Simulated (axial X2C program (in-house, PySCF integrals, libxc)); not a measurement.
Run report: GeB, relativistic diatomic calculation

GeB, single determinant with Ω = 3/2. Computed at this level: r2SCAN0, two-component X2C with atomic mean-field Coulomb and Gaunt terms, Ge dyall-v3z, B dyall-v3z (cores contracted) (axial X2C program (in-house, PySCF integrals, libxc)).

**What the run reported**

```tsv
quantity	value
outcome	converged
bond length rₑ	1.960 Å
ωₑ	686.9 cm⁻¹
energy at the minimum	−2122.83021 hartree
depth below the fragments	3.23 eV
hardware	1 thread of Arm Neoverse N1, 98 GiB of memory available, shared host
wall time	4.7 s
```

**What is odd here**

One thing in this input was made odd on purpose: coarse grid (nrad = 45.0) (nth = 14.0). The program ran to the end. Its numbers are those of the input as typed; this run alone doesn't show how far the oddity moves them.

**Input**
```
{"zs": [32, 5], "q": 0, "bas": ["dyall-v3z", "dyall-v3z"], "levels": ["PBE0", "HF", "r2SCAN0", "B97-3"], "cc": false, "r0": 2.06, "npts": 10, "nst": 2, "ntry": 6, "opt": {"nrad": 45, "nth": 14}}
```

The line is the task of a batch: nuclear charges, charge, bases, the levels to run, a first guess of the distance and further settings. This report covers r2SCAN0 with spin-orbit coupling. The log is that of the reference distance 1.976 Å.

Launched within a batch (the task file carries these settings):
```bash
python <driver script> task.json out
```

**The program's output**
```
two-component X2C + atomic mean field  r2SCAN0
basis functions 120  fitting functions 776  grid points 1064
iter        total energy     max residual
   1      -2122.828166070     3.78e-02
   2      -2122.829796041     5.09e-03
   3      -2122.829262637     7.79e-03
   4      -2122.830128261     4.21e-04
   5      -2122.830130238     4.67e-04
   6      -2122.830135256     1.59e-04
   7      -2122.830136482     5.06e-05
   8      -2122.830136636     1.78e-05
   9      -2122.830136652     8.53e-06
  10      -2122.830136653     9.15e-07
converged
one-electron -3039.25873137  Coulomb 958.42034705  exact exchange -20.58198909  xc functional -63.53598769  nuclear repulsion 42.84835716  atomic mean-field constant -0.72213271
```

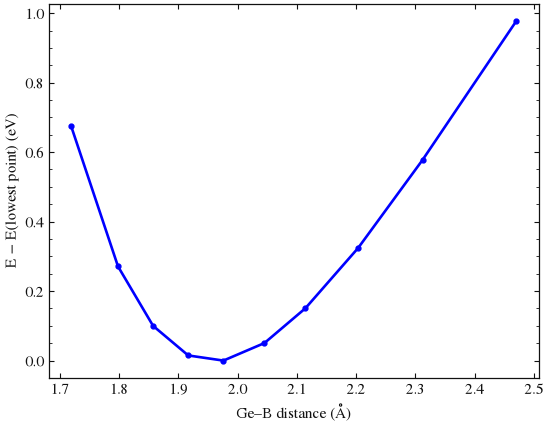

Figure 1. Energy at 10 bond lengths, for one set of occupations held fixed; the line joins the points. A polynomial of degree 6 through 9 points gives rₑ = 1.960 Å, ωₑ = 686.9 cm⁻¹, ωₑxₑ = 7.5 cm⁻¹ and Bₑ = 0.4578 cm⁻¹. The minimum lies 3.23 eV below Ge + B, each computed as one determinant at the same level.
